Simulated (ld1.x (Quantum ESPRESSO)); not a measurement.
# Run report: Tb, pseudopotential generation (part 2 of 2)

The same run, continued: terbium (Tb, Z = 65), core [Kr] 4d10, reference valence 4f9 5s2 5p6 5d0 6s2 6p0, valence charge 19. Method: TM semilocal potential, PBE, scalar-relativistic, made with ld1.x (Quantum ESPRESSO) 7.5.

### Output of the test run (extracts), continued
```
     ---------------------- Testing the pseudopotential ----------------------

     Tb
     scalar relativistic calculation

     atomic number is 65.00   valence charge is 19.00
     dft =PBE   lsd =0 sic =0 latt =0  beta=0.20 tr2=1.0E-14
     mesh =1263 r(mesh) =  99.54529 xmin = -7.00 dx = 0.01250

     n l     nl             e AE (Ry)        e PS (Ry)    De AE-PS (Ry)
     4 3     4F   1( 9.00)       -0.56756       -0.68322        0.11566  !
     1 0     5S   1( 2.00)       -3.83185       -3.93629        0.10443  !
     2 1     5P   1( 6.00)       -2.17349       -2.26810        0.09462  !
     3 2     5D   1( 1.00)       -0.43214       -0.50497        0.07283  !
     2 0     6S   1( 0.00)       -0.58770       -0.72305        0.13534  !
     3 1     6P   1( 0.00)       -0.35860       -0.15472       -0.20387  !

     eps = 7.6E-15  iter = 24

     Etot =  -23417.293439 Ry,  -11708.646719 Ha, -318608.508297 eV
     Etotps =  -290.184169 Ry,    -145.092085 Ha,   -3948.156756 eV
     dEtot_ae =       0.596620 Ry
     dEtot_ps =       0.747216 Ry,   Delta E=      -0.150597 Ry

     Ekin =     255.957064 Ry,     127.978532 Ha,    3482.473267 eV
     Encl =    -743.620631 Ry,    -371.810316 Ha,  -10117.474109 eV
     Ehrt =     233.415289 Ry,     116.707645 Ha,    3175.776797 eV
     Ecxc =     -69.621190 Ry,     -34.810595 Ha,    -947.244540 eV
     (Ecc =     -33.575805 Ry,     -16.787903 Ha,    -456.822103 eV)
     Epseu=      33.685298 Ry,      16.842649 Ha,     458.311829 eV

     ---------------------- End of pseudopotential test ----------------------

     ---------------------- Testing the pseudopotential ----------------------

     Tb
     scalar relativistic calculation

     atomic number is 65.00   valence charge is 19.00
     dft =PBE   lsd =0 sic =0 latt =0  beta=0.20 tr2=1.0E-14
     mesh =1263 r(mesh) =  99.54529 xmin = -7.00 dx = 0.01250

     n l     nl             e AE (Ry)        e PS (Ry)    De AE-PS (Ry)
     4 3     4F   1( 9.00)       -0.16516       -0.20288        0.03772  !
     1 0     5S   1( 2.00)       -3.42622       -3.45897        0.03275  !
     2 1     5P   1( 6.00)       -1.76618       -1.79365        0.02746  !
     3 2     5D   1( 1.00)       -0.06939       -0.08430        0.01491  !
     2 0     6S   1( 1.00)       -0.25509       -0.31985        0.06475  !
     3 1     6P   1( 0.00)       -0.08227       -0.02468       -0.05759  !

     eps = 4.0E-15  iter = 19

     Etot =  -23417.708250 Ry,  -11708.854125 Ha, -318614.152090 eV
     Etotps =  -290.698386 Ry,    -145.349193 Ha,   -3955.153033 eV
     dEtot_ae =       0.181809 Ry
     dEtot_ps =       0.232999 Ry,   Delta E=      -0.051191 Ry

     Ekin =     256.812804 Ry,     128.406402 Ha,    3494.116201 eV
     Encl =    -753.177258 Ry,    -376.588629 Ha,  -10247.498644 eV
     Ehrt =     242.194110 Ry,     121.097055 Ha,    3295.218737 eV
     Ecxc =     -69.993241 Ry,     -34.996620 Ha,    -952.306558 eV
     (Ecc =     -33.575805 Ry,     -16.787903 Ha,    -456.822103 eV)
     Epseu=      33.465199 Ry,      16.732600 Ha,     455.317231 eV

     ---------------------- End of pseudopotential test ----------------------

     ---------------------- Testing the pseudopotential ----------------------

     Tb
     scalar relativistic calculation

     atomic number is 65.00   valence charge is 19.00
     dft =PBE   lsd =0 sic =0 latt =0  beta=0.20 tr2=1.0E-14
     mesh =1263 r(mesh) =  99.54529 xmin = -7.00 dx = 0.01250

     n l     nl             e AE (Ry)        e PS (Ry)    De AE-PS (Ry)
     4 3     4F   1( 9.00)       -0.41851       -0.00070       -0.41782  !
     1 0     5S   1( 2.00)       -3.69291       -0.00000       -3.69291  !
     2 1     5P   1( 6.00)       -2.02517       -0.00000       -2.02517  !
     3 2     5D   1( 0.00)       -0.23789       -0.23789        0.00000
     2 0     6S   1( 0.00)       -0.37724       -0.37724        0.00000
     3 1     6P   1( 2.00)       -0.16841       -0.00001       -0.16840  !

     eps = 1.4E-01  iter =201

     Etot =  -23417.494662 Ry,  -11708.747331 Ha, -318611.246079 eV
     Etotps =  -131.324191 Ry,     -65.662095 Ha,   -1786.756637 eV
     dEtot_ae =       0.395396 Ry
     dEtot_ps =     159.607195 Ry,   Delta E=    -159.211798 Ry

     Ekin =     128.012162 Ry,      64.006081 Ha,    1741.694198 eV
     Encl =    -395.522131 Ry,    -197.761066 Ha,   -5381.352739 eV
     Ehrt =     100.514577 Ry,      50.257288 Ha,    1367.570483 eV
     Ecxc =     -52.652183 Ry,     -26.326091 Ha,    -716.369439 eV
     (Ecc =     -33.575805 Ry,     -16.787903 Ha,    -456.822103 eV)
     Epseu=      88.323384 Ry,      44.161692 Ha,    1201.700860 eV

     ---------------------- End of pseudopotential test ----------------------
```

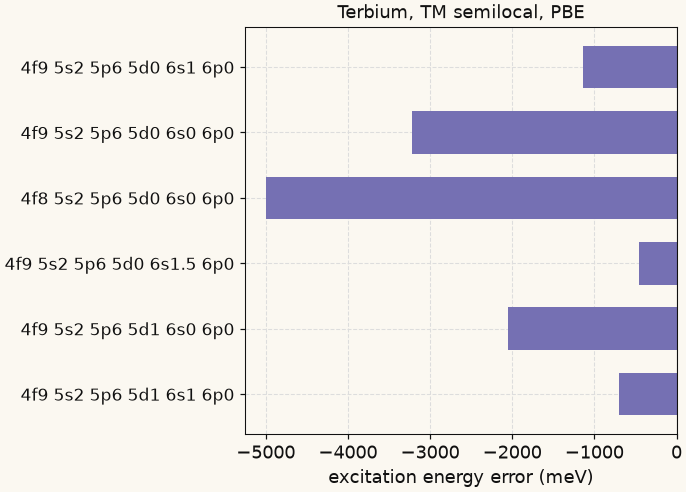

Fig. 2: Errors, all-electron minus pseudo, of the energies of valence configurations relative to the unpolarised reference 4f9 5s2 5p6 5d0 6s2 6p0. Not all tests gave a result: 1 of 7 tests not solved.

- Worst configuration: 4f8 5s2 5p6 5d0 6s0 6p0 (charge +3): the error is -5000 meV on an all-electron energy of +42.99 eV relative to the reference, or 12 %. Note that the pseudo-atom misses its own reference levels by up to 0.72 eV. In the spherical-Bessel test 5p stands at −1.856 Ry at the top cutoff of 400 Ry against −1.825 Ry all-electron. No cutoff can be given, and the search for ghost states has no verdict.

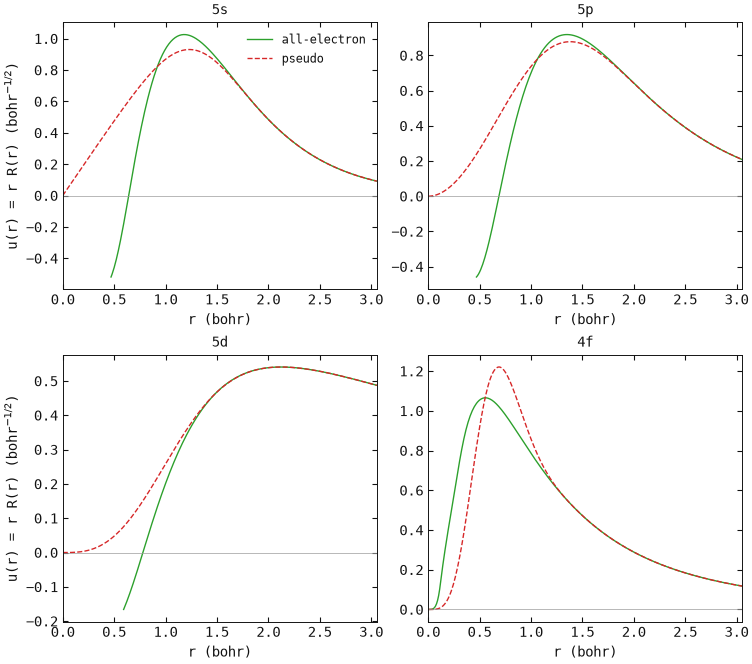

Fig. 3: Partial waves u(r) = r R(r), all-electron (solid) and pseudo (dashed). The innermost oscillations of some all-electron curves aren't drawn. Reference configuration 4f9 5s2 5p6 5d0 6s2 6p0.

- Matching radii: 5s at 2.05 bohr; 5p at 2.35 bohr; 5d at 2.25 bohr; 4f at 1.45 bohr. The curves merge smoothly, so the plot gives these only roughly.
- Nodes of the pseudo-waves: 5s has no node; 5p has no node; 5d has no node; 4f has no node. The potential isn't sound: the pseudo-atom misses its own reference levels by up to 0.72 eV.

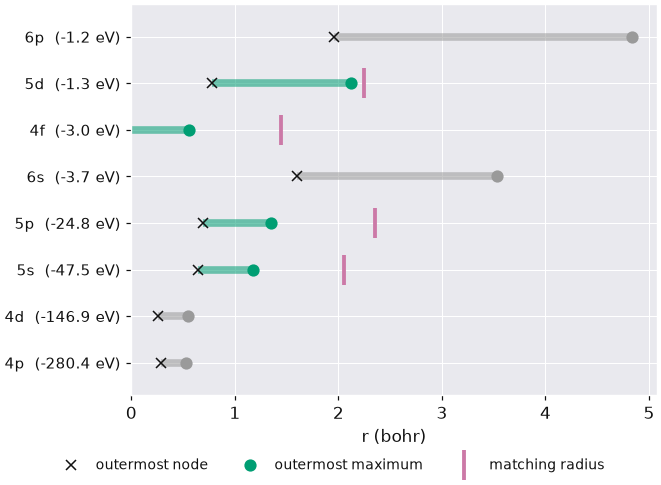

Fig. 4: Outer shells of the all-electron reference atom: each bar runs from the outermost node (or the nucleus) to the outermost maximum of u(r); the tick is the radius chosen for the pseudo-wave. Shells without a tick have no pseudo-wave of their own. Levels, nodes and maxima are from ld1.x, scalar-relativistic.

- Radii against the shells: 5s: 2.05 bohr, outside the maximum; 5p: 2.35 bohr, outside the maximum; 4f: 1.45 bohr, outside the maximum; 5d: 2.25 bohr, outside the maximum.

Outcome of the run: generated; the Bessel test doesn't meet the 5p level; the pseudo-atom misses its reference levels by up to 0.72 eV (6s, which has no pseudo-wave of its own); ld1.x warns of wrong node counts.
